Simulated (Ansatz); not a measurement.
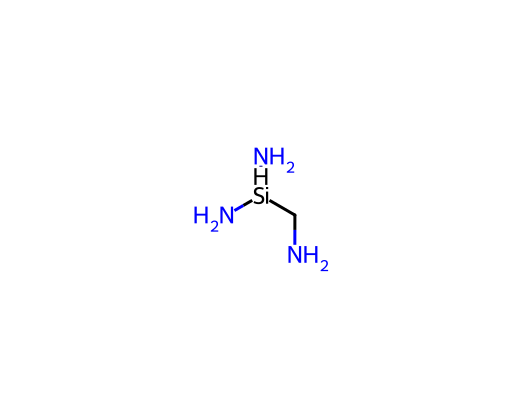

The drawing above gives the connectivity. Computed geometry: PBE-D4/def2-SVP optimisation. No frequency run is at hand to confirm it as a minimum.

What does the molecule look like in three dimensions?

It has 14 atoms: 1 carbon, 9 hydrogen, 3 nitrogen and 1 silicon (CH9N3Si). SMILES: `NC[SiH](N)N`. It has no ring. Among its groups: primary amine, Si–H bond, Si–N bond. The point group is C1. Coordination, clear cases only: 1 N trigonal pyramidal; 1 C tetrahedral; 1 Si tetrahedral.

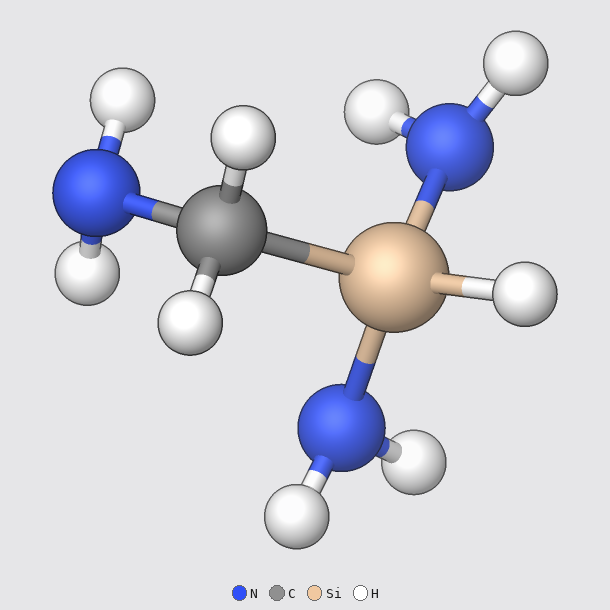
